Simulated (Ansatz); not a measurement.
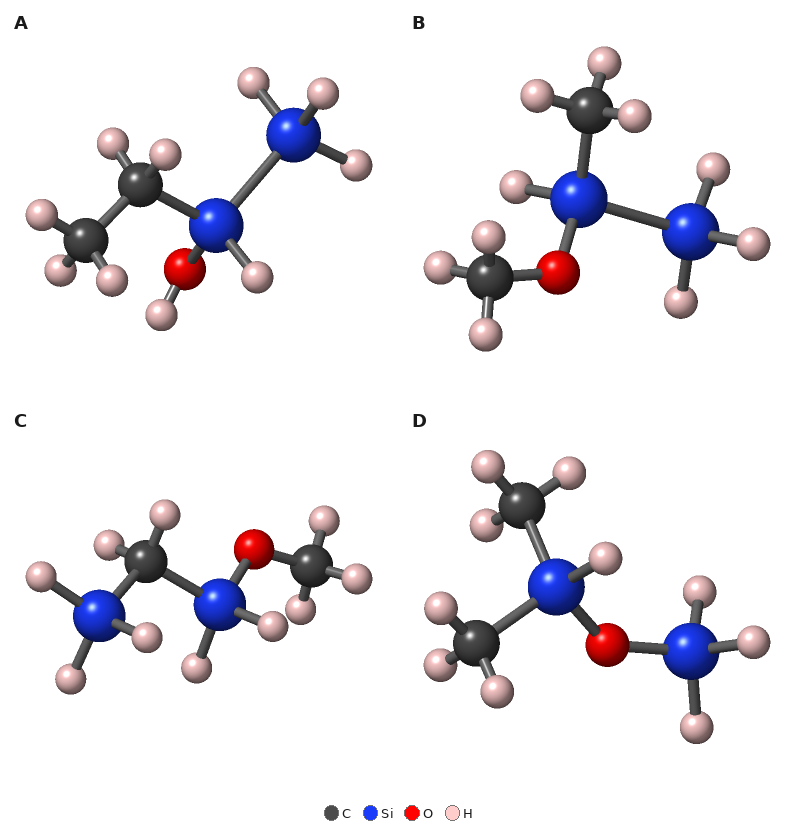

```sh
ansatz run in.yaml --threads 2 --pin off --events-out ev --progress --plain --max-ram 32768MiB --backend cuda --devices 0, --max-vram 18GiB
```

```yaml
crystal:
  periodic: [false, false, false]
  atoms:
    - {symbol: C, position_ang: [-1.808753, 1.005697, 1.252774]}
    - {symbol: O, position_ang: [-0.862875, 1.007154, 0.210556]}
    - {symbol: Si, position_ang: [0.438183, -0.009101, 0.184378]}
    - {symbol: C, position_ang: [-0.074016, -1.802874, 0.054415]}
    - {symbol: Si, position_ang: [1.731211, 0.666010, -1.646002]}
    - {symbol: H, position_ang: [-2.417525, 0.094151, 1.242212]}
    - {symbol: H, position_ang: [-1.327388, 1.091272, 2.234797]}
    - {symbol: H, position_ang: [-2.471462, 1.862535, 1.118044]}
    - {symbol: H, position_ang: [1.210559, 0.156319, 1.456240]}
    - {symbol: H, position_ang: [-0.652363, -1.984847, -0.854362]}
    - {symbol: H, position_ang: [-0.678049, -2.106672, 0.913518]}
    - {symbol: H, position_ang: [0.811270, -2.444582, 0.028703]}
    - {symbol: H, position_ang: [2.956339, -0.178433, -1.731089]}
    - {symbol: H, position_ang: [0.972058, 0.505277, -2.916756]}
    - {symbol: H, position_ang: [2.150912, 2.087393, -1.518131]}
basis:
  gaussian: {orbitals: def2-TZVPP}
hamiltonian: {xc: {name: wB97X-V}}
output: {orbitals: {seedname: orbitals}}
```

Which panel shows the molecule in this file?

Answer. B. The file holds C2H10OSi2, `CO[Si@@H](C)[SiH3]`.
